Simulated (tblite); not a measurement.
**Run report: C2H6O2SSi, geometry relaxation**

System: C2H6O2SSi, SMILES S[SiH]1OCCO1.
Method: GFN2-xTB geometry optimisation, gas phase (tblite 0.8.0).

It belongs to a series of runs on one base structure; here: H on Si replaced by SH.

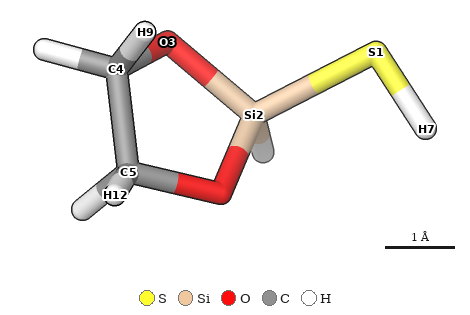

**Figure 1.** The structure as given in the input (stick view, seen at a tilt; atoms are numbered from 1 in the order of the input).

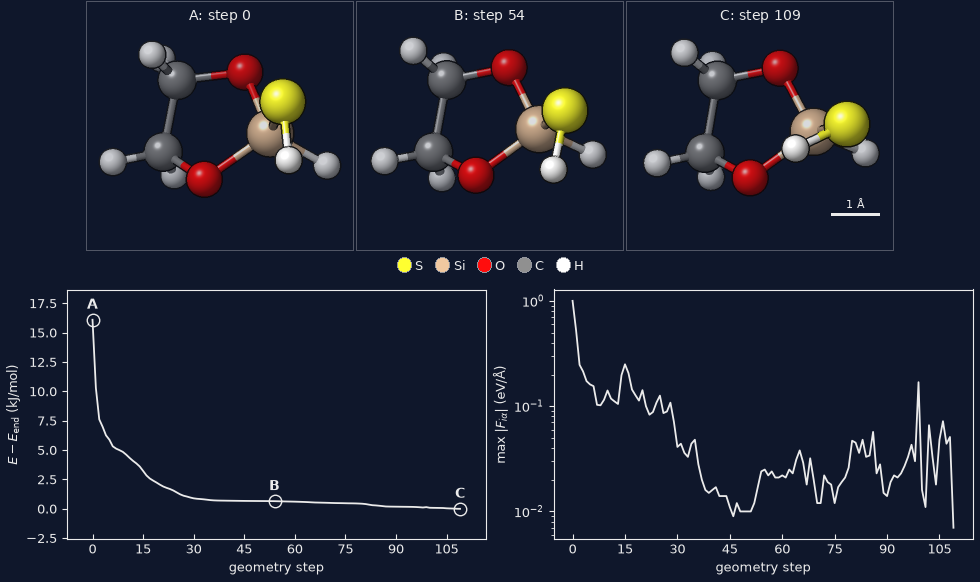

**Figure 2.** Frames of the relaxation (ball-and-stick view, seen at a tilt) above the curves, on which the letters mark them (steps are counted from 0).

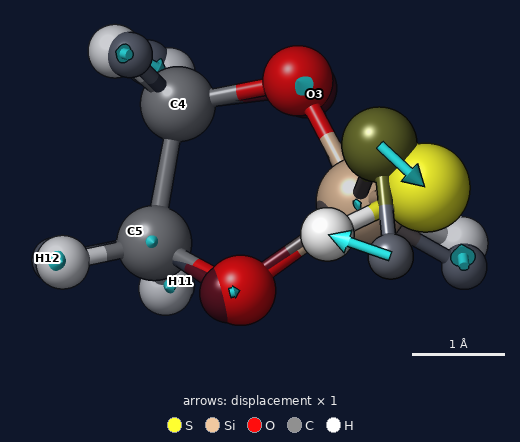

**Figure 3.** Start (faint) and end (solid) with the displacements as teal arrows, at true length (ball-and-stick view, seen at a tilt). The two geometries are laid on each other by the best rigid fit. H7 moves most after the best rigid fit: 0.73 Å. Largest moves by element: H 0.73 Å, S 0.69 Å, O 0.28 Å, C 0.10 Å, Si 0.09 Å. Distances before and after: Si2–O6 1.675 → 1.636 Å, C5–O6 1.435 → 1.398 Å, Si2–O3 1.666 → 1.634 Å, Si2–H8 1.473 → 1.449 Å. Among the angles that change: S1–Si2–O3 109.1° → 116.9°, Si2–O3–C4 107.1° → 111.9°, S1–Si2–H8 113.5° → 109.5°. After 109 geometry steps the energy has fallen by 16.1 kJ/mol. The largest force component goes from 1 to 0.007 eV/Å. (Atoms are counted from 1 in the order of the input.)

These pictures come from the run below.

**The input**
```
{"job": {"kind": "relax", "xc": "GFN2-xTB", "basis": "xTB"}, "charge": 0, "multiplicity": 1}
S      2.516500     0.140100     1.325800
Si     1.006300     0.743400    -0.061900
O     -0.381900     1.126200     0.776300
C     -1.277400     0.012400     0.642200
C     -0.961700    -0.671100    -0.684100
O      0.460300    -0.619100    -0.869700
H      3.347100    -0.357100     0.408700
H      1.443200     1.811000    -0.977500
H     -1.090000    -0.680000     1.493100
H     -2.321000     0.341500     0.701700
H     -1.435100    -0.135300    -1.527200
H     -1.305100    -1.712600    -0.709200
```

The first line tells a small driver script what to run in tblite; the rest is the geometry in Å.

Launch command:
```bash
OMP_NUM_THREADS=1 python <driver script> task.json out
```

**What the program printed**
```
step      E/eV     max force
  0    -559.46021    1.394
  1    -559.52039    0.704
  2    -559.54814    0.320
  3    -559.55468    0.228
  4    -559.56225    0.178
  5    -559.56607    0.184
  6    -559.57192    0.171
  7    -559.57397    0.108
  8    -559.57533    0.109
  9    -559.57685    0.127
 10    -559.57931    0.161
 11    -559.58215    0.158
 12    -559.58475    0.128
 13    -559.58700    0.132
 14    -559.58974    0.212
 15    -559.59362    0.273
 16    -559.59763    0.222
 17    -559.60036    0.147
 18    -559.60223    0.128
 19    -559.60395    0.140
 20    -559.60580    0.172
 21    -559.60744    0.128
 22    -559.60863    0.105
 23    -559.60965    0.108
 24    -559.61099    0.123
 25    -559.61268    0.128
 26    -559.61433    0.096
 27    -559.61554    0.105
 28    -559.61628    0.128
 29    -559.61714    0.081
 30    -559.61785    0.053
 31    -559.61824    0.048
 32    -559.61847    0.039
 33    -559.61874    0.041
 34    -559.61909    0.060
 35    -559.61944    0.062
 36    -559.61966    0.037
 37    -559.61978    0.021
 38    -559.61985    0.018
 39    -559.61989    0.018
 40    -559.61994    0.021
 41    -559.61998    0.020
 42    -559.62002    0.016
 43    -559.62006    0.015
 44    -559.62010    0.015
 45    -559.62013    0.012
 46    -559.62016    0.012
 47    -559.62018    0.012
 48    -559.62020    0.013
 49    -559.62022    0.012
 50    -559.62024    0.011
 51    -559.62026    0.012
 52    -559.62028    0.014
 53    -559.62031    0.018
 54    -559.62036    0.025
 55    -559.62043    0.026
 56    -559.62051    0.026
 57    -559.62059    0.030
 58    -559.62066    0.025
 59    -559.62072    0.022
 60    -559.62079    0.023
 61    -559.62088    0.023
 62    -559.62098    0.027
 63    -559.62108    0.026
 64    -559.62121    0.034
 65    -559.62138    0.040
 66    -559.62153    0.041
 67    -559.62160    0.021
 68    -559.62168    0.049
 69    -559.62175    0.028
 70    -559.62184    0.015
 71    -559.62194    0.016
 72    -559.62202    0.022
 73    -559.62207    0.021
 74    -559.62211    0.019
 75    -559.62218    0.016
 76    -559.62225    0.022
 77    -559.62228    0.025
 78    -559.62234    0.027
 79    -559.62246    0.035
 80    -559.62261    0.064
 81    -559.62291    0.060
 82    -559.62342    0.048
 83    -559.62392    0.063
 84    -559.62410    0.041
 85    -559.62438    0.042
 86    -559.62471    0.068
 87    -559.62505    0.025
 88    -559.62513    0.034
 89    -559.62518    0.018
 90    -559.62522    0.015
 91    -559.62526    0.020
 92    -559.62530    0.025
 93    -559.62533    0.029
 94    -559.62537    0.031
 95    -559.62542    0.033
 96    -559.62553    0.039
 97    -559.62571    0.048
 98    -559.62595    0.039
 99    -559.62561    0.175
100    -559.62618    0.018
101    -559.62625    0.014
102    -559.62629    0.069
103    -559.62634    0.034
104    -559.62640    0.020
105    -559.62665    0.049
106    -559.62678    0.073
107    -559.62689    0.044
108    -559.62707    0.052
109    -559.62712    0.010
```

**Trajectory as extended XYZ (Å, eV, eV/Å), 9 of the 110 frames kept, from step=0 to step=109**
```
12
Properties=species:S:1:pos:R:3:forces:R:3 step=0 energy=-559.46021
S     2.5165    0.1401    1.3258    0.1900   0.0260  -0.2060
Si    1.0063    0.7434   -0.0619   -0.4890  -0.2670  -0.1150
O    -0.3819    1.1262    0.7763    0.1810  -1.0020  -0.7730
C    -1.2774    0.0124    0.6422    0.3000   0.1570   0.5020
C    -0.9617   -0.6711   -0.6841    0.4370  -0.0520  -0.4620
O     0.4603   -0.6191   -0.8697   -0.8200   0.8870   0.6960
H     3.3471   -0.3571    0.4087   -0.1360   0.0590   0.1520
H     1.4432    1.8110   -0.9775   -0.2980  -0.3660   0.3600
H    -1.0900   -0.6800    1.4931   -0.0370   0.2970  -0.4440
H    -2.3210    0.3415    0.7017    0.2610   0.1860  -0.0880
H    -1.4351   -0.1353   -1.5272    0.1650  -0.0710   0.3020
H    -1.3051   -1.7126   -0.7092    0.2460   0.1460   0.0750
12
Properties=species:S:1:pos:R:3:forces:R:3 step=14 energy=-559.58974
S     2.6028    0.1964    1.3021    0.0670  -0.0240  -0.0440
Si    1.0234    0.6998   -0.0321   -0.1970   0.0190  -0.0750
O    -0.3384    1.0481    0.7949   -0.0710  -0.0040   0.0640
C    -1.2840    0.0229    0.6301    0.0020   0.0270   0.1120
C    -0.9584   -0.6772   -0.6911    0.0920  -0.0310  -0.0700
O     0.4350   -0.5894   -0.8574   -0.0110  -0.0210  -0.0110
H     3.3663   -0.3887    0.3937    0.0170  -0.0130  -0.0080
H     1.3209    1.8111   -0.9101    0.0610   0.0130  -0.0030
H    -1.1783   -0.6761    1.4640   -0.0420  -0.0630   0.0330
H    -2.2839    0.4548    0.6511   -0.0210   0.0450  -0.0830
H    -1.4556   -0.1744   -1.5261    0.0770   0.0890  -0.0130
H    -1.2486   -1.7281   -0.7011    0.0270  -0.0380   0.0970
12
Properties=species:S:1:pos:R:3:forces:R:3 step=27 energy=-559.61554
S     2.7553    0.2779    1.1847   -0.0400   0.0010  -0.0150
Si    1.0181    0.7120    0.0281   -0.0130  -0.0080   0.0210
O    -0.3069    0.9343    0.9521   -0.0010  -0.0100   0.0340
C    -1.3267    0.0292    0.6279   -0.0190   0.0080  -0.0330
C    -0.9187   -0.6972   -0.6684    0.0300  -0.0190   0.0160
O     0.4708   -0.5871   -0.8020    0.0180   0.0200  -0.0360
H     3.3707   -0.4571    0.2720   -0.0370   0.0020  -0.0320
H     1.2276    1.8562   -0.8442   -0.0130  -0.0170   0.0360
H    -1.4575   -0.6755    1.4555    0.0760   0.0330  -0.0080
H    -2.2549    0.5842    0.4865   -0.0410   0.0420   0.0130
H    -1.4032   -0.2200   -1.5282    0.0890  -0.0540   0.0120
H    -1.1735   -1.7576   -0.6460   -0.0480   0.0010  -0.0070
12
Properties=species:S:1:pos:R:3:forces:R:3 step=41 energy=-559.61998
S     2.7632    0.2700    1.1703    0.0170  -0.0100   0.0040
Si    1.0140    0.7164    0.0478   -0.0040   0.0000  -0.0080
O    -0.3154    0.9382    0.9629   -0.0020   0.0030   0.0010
C    -1.3317    0.0351    0.6219    0.0000   0.0060   0.0030
C    -0.9040   -0.7019   -0.6626   -0.0070  -0.0010   0.0070
O     0.4871   -0.5946   -0.7757   -0.0130   0.0010  -0.0030
H     3.3321   -0.4613    0.2248   -0.0020  -0.0060   0.0050
H     1.2136    1.8632   -0.8207   -0.0040   0.0130  -0.0010
H    -1.4639   -0.6661    1.4512    0.0040   0.0090  -0.0010
H    -2.2574    0.5943    0.4718   -0.0090  -0.0100  -0.0070
H    -1.3637   -0.2349   -1.5392    0.0070  -0.0010   0.0060
H    -1.1724   -1.7591   -0.6345    0.0110  -0.0040  -0.0060
12
Properties=species:S:1:pos:R:3:forces:R:3 step=54 energy=-559.62036
S     2.7654    0.2647    1.1652   -0.0140   0.0090   0.0000
Si    1.0132    0.7235    0.0475    0.0050   0.0080   0.0050
O    -0.3225    0.9493    0.9540    0.0130   0.0020   0.0100
C    -1.3322    0.0359    0.6215    0.0060   0.0040  -0.0030
C    -0.9007   -0.7019   -0.6610   -0.0050  -0.0100  -0.0070
O     0.4894   -0.5878   -0.7770   -0.0030   0.0070   0.0100
H     3.3221   -0.4828    0.2254   -0.0080  -0.0080  -0.0020
H     1.2111    1.8762   -0.8134    0.0050   0.0040  -0.0020
H    -1.4562   -0.6613    1.4554    0.0080  -0.0040  -0.0070
H    -2.2645    0.5841    0.4710    0.0050   0.0010  -0.0050
H    -1.3624   -0.2403   -1.5387   -0.0080   0.0110  -0.0040
H    -1.1615   -1.7603   -0.6319   -0.0040  -0.0240   0.0050
12
Properties=species:S:1:pos:R:3:forces:R:3 step=68 energy=-559.62168
S     2.7834    0.2948    1.1210    0.0280  -0.0300  -0.0260
Si    1.0110    0.7643    0.0421   -0.0050   0.0110   0.0050
O    -0.3204    0.9517    0.9631   -0.0120  -0.0140   0.0030
C    -1.3225    0.0346    0.6202   -0.0120  -0.0080  -0.0090
C    -0.8804   -0.7061   -0.6592    0.0010   0.0030  -0.0030
O     0.5021   -0.5416   -0.8000    0.0000  -0.0030   0.0120
H     3.2205   -0.6064    0.2526   -0.0080   0.0180   0.0320
H     1.1911    1.9417   -0.7869   -0.0070   0.0000  -0.0190
H    -1.4556   -0.6615    1.4536    0.0110   0.0030  -0.0030
H    -2.2543    0.5797    0.4561   -0.0060   0.0090   0.0100
H    -1.3739   -0.2773   -1.5367    0.0050  -0.0030   0.0030
H    -1.1000   -1.7745   -0.6077    0.0060   0.0140  -0.0060
12
Properties=species:S:1:pos:R:3:forces:R:3 step=82 energy=-559.62342
S     2.8246    0.3479    1.0457    0.0030  -0.0270  -0.0330
Si    1.0080    0.8013    0.0337    0.0070   0.0010   0.0080
O    -0.3151    0.9491    0.9767    0.0040  -0.0140  -0.0210
C    -1.3099    0.0289    0.6228   -0.0100  -0.0210  -0.0130
C    -0.8604   -0.6997   -0.6617   -0.0080  -0.0140   0.0020
O     0.5167   -0.5096   -0.8107   -0.0030  -0.0080   0.0090
H     3.1059   -0.7388    0.3388   -0.0130   0.0360   0.0290
H     1.1432    1.9857   -0.7917    0.0120   0.0250  -0.0080
H    -1.4375   -0.6760    1.4492   -0.0060   0.0050   0.0100
H    -2.2465    0.5664    0.4597    0.0050   0.0130   0.0210
H    -1.3707   -0.2841   -1.5357    0.0160   0.0170   0.0010
H    -1.0572   -1.7718   -0.6087   -0.0050  -0.0130  -0.0060
12
Properties=species:S:1:pos:R:3:forces:R:3 step=95 energy=-559.62542
S     2.8380    0.3932    1.0013    0.0140  -0.0270  -0.0130
Si    1.0062    0.8133    0.0069   -0.0080   0.0150   0.0000
O    -0.3177    0.9665    0.9504    0.0020  -0.0020   0.0070
C    -1.2950    0.0142    0.6314    0.0040  -0.0040  -0.0110
C    -0.8597   -0.6902   -0.6689   -0.0010  -0.0040  -0.0050
O     0.5223   -0.5225   -0.8039    0.0030   0.0050  -0.0050
H     3.0296   -0.7965    0.4481   -0.0020   0.0240   0.0180
H     1.1335    1.9907   -0.8314   -0.0060  -0.0110   0.0080
H    -1.3692   -0.6990    1.4577    0.0070   0.0070   0.0050
H    -2.2537    0.5219    0.5079    0.0020   0.0010  -0.0050
H    -1.3540   -0.2333   -1.5313   -0.0050  -0.0020   0.0000
H    -1.0790   -1.7588   -0.6501   -0.0090  -0.0030   0.0000
12
Properties=species:S:1:pos:R:3:forces:R:3 step=109 energy=-559.62712
S     2.8980    0.4453    0.8582    0.0070  -0.0050   0.0000
Si    1.0096    0.8328   -0.0336   -0.0070   0.0040  -0.0060
O    -0.2764    0.9271    0.9706    0.0010  -0.0070  -0.0030
C    -1.2678   -0.0044    0.6387    0.0020   0.0040   0.0050
C    -0.8584   -0.6834   -0.6852    0.0020   0.0010  -0.0020
O     0.5148   -0.4885   -0.8613   -0.0060   0.0010   0.0040
H     2.9007   -0.8679    0.6770   -0.0020   0.0060   0.0020
H     1.0921    2.0375   -0.8351    0.0000  -0.0040   0.0060
H    -1.3419   -0.7345    1.4504    0.0020   0.0050  -0.0020
H    -2.2220    0.5170    0.5373    0.0020  -0.0020  -0.0010
H    -1.3888   -0.2254   -1.5254    0.0000  -0.0040   0.0010
H    -1.0587   -1.7562   -0.6736   -0.0010   0.0010  -0.0030
```

**Summary**

| quantity | value |
| --- | --- |
| outcome | converged |
| total energy | −559.6271 eV |
| hardware | 1 CPU thread, shared host |
| wall time | 0.66 s |
| peak memory | 0.18 GiB |
